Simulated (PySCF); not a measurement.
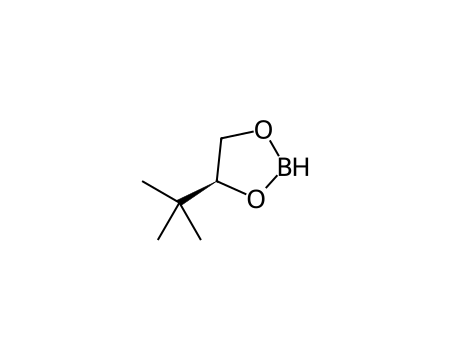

Question: Write the SMILES.

Answer: CC(C)(C)[C@H]1COBO1

Question: Give the formula, hydrogens included.

Answer: C6H13BO2.

Question: An optimisation with PBE0-D3(BJ)/def2-SVP gave a structure of which point group?

Answer: C1.

The parts below concern this one geometry. Atoms keep their numbers from picture to picture. Computed geometry: PBE0-D3(BJ)/def2-SVP optimisation. No frequency run is at hand to confirm it as a minimum.

## Geometry

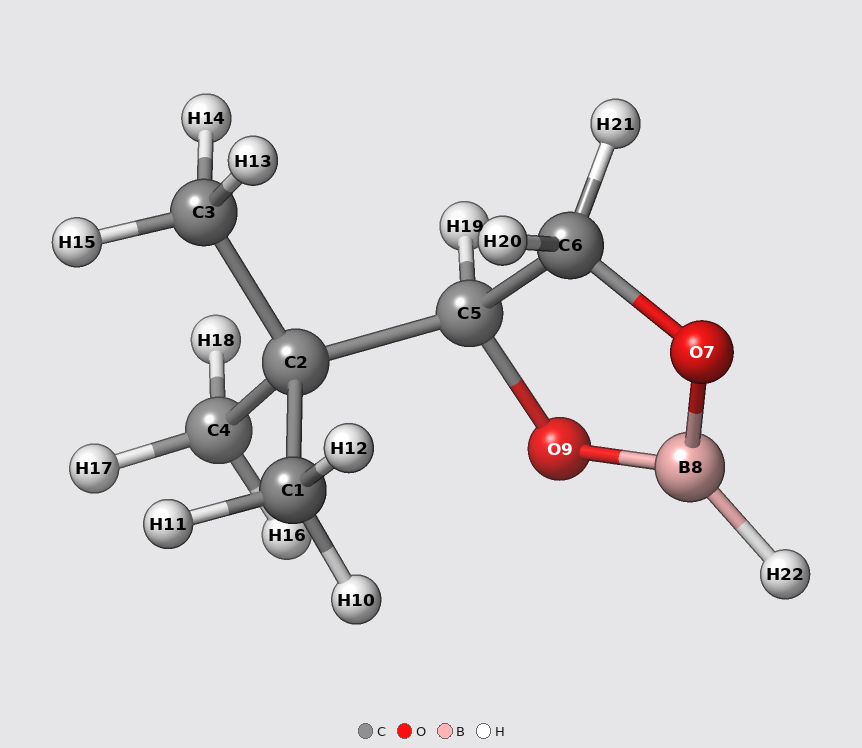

The atoms are numbered. No frequency run is at hand to confirm it as a minimum.

Give these bond angles: C1–C2–C4, C1–C2–C5, C2–C1–H12, C2–C3–H14, C2–C4–H17, C2–C5–C6, C3–C2–C5, C5–C6–O7, C5–C6–H21, C6–O7–B8, O7–C6–H21, O7–B8–H22.

| angle | degrees |
| --- | --- |
| C1–C2–C4 | 109.3 |
| C1–C2–C5 | 110.8 |
| C2–C1–H12 | 112.4 |
| C2–C3–H14 | 111.3 |
| C2–C4–H17 | 110.6 |
| C2–C5–C6 | 116.1 |
| C3–C2–C5 | 108.6 |
| C5–C6–O7 | 105.6 |
| C5–C6–H21 | 112.2 |
| C6–O7–B8 | 108.0 |
| O7–C6–H21 | 109.3 |
| O7–B8–H22 | 123.2 |

## Core levels

No frequency run is at hand to confirm it as a minimum. Method: delta-SCF UKS SCAN, pcX-2 on the ionised atom, pcseg-1 elsewhere, spin-free X2C (PySCF 2.14.0).

Give the core-electron binding energies (to vacuum) of C1 1s, C2 1s, C5 1s, C6 1s, O7 1s, B8 1s, O9 1s.

| atom | level | binding energy (eV) |
| --- | --- | --- |
| C1 | 1s | 290.5 |
| C2 | 1s | 290.8 |
| C5 | 1s | 292.1 |
| C6 | 1s | 292.3 |
| O7 | 1s | 538.6 |
| B8 | 1s | 196.9 |
| O9 | 1s | 538.4 |

## Electronic properties

No frequency run is at hand to confirm it as a minimum. Method: ωB97X-D/def2-SVPD, gas phase (PySCF 2.14.0). Excitations: vertical, linear response.

Predict the main results.

- dipole moment: 2.34 D
- HOMO energy (Kohn–Sham orbital): −9.90 eV
- LUMO energy (Kohn–Sham orbital): 1.94 eV
- HOMO–LUMO gap: 11.85 eV
- mean static polarisability: 88.4 bohr³
- lowest vertical singlet excitation: 7.80 eV
- its oscillator strength: 0.015
- brightest of the 10 lowest singlets: 9.46 eV
- its oscillator strength: 0.06

## NMR shielding

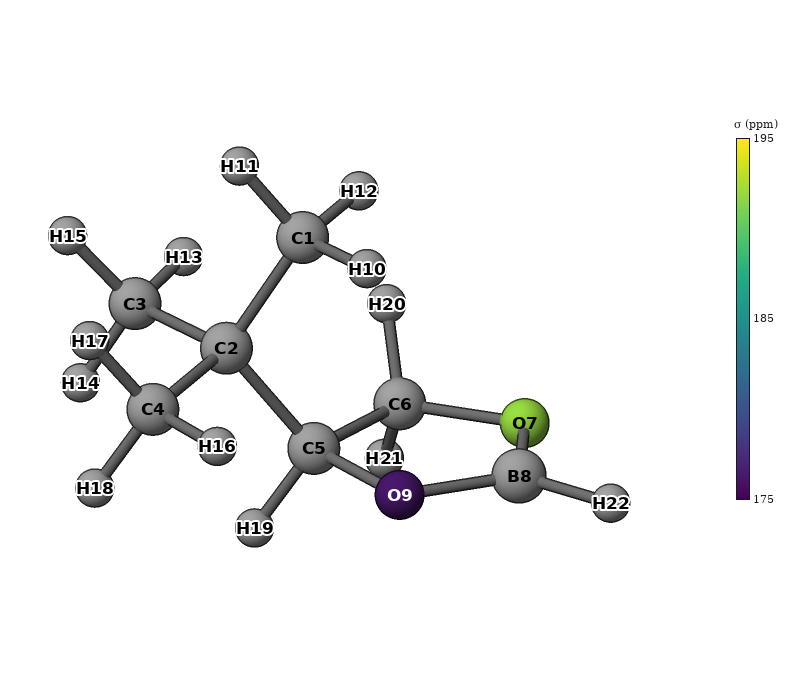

Atoms are coloured by their isotropic NMR shieldings (O only, the others grey). No frequency run is at hand to confirm it as a minimum. Properties computed with GIAO PBE0/pcSseg-1 NMR shielding, non-relativistic, gas phase (PySCF 2.14.0).

Give the isotropic NMR shieldings of the O atoms atom by atom.

```tsv
atom	σ (ppm)
O7	191.9
O9	176.3
```
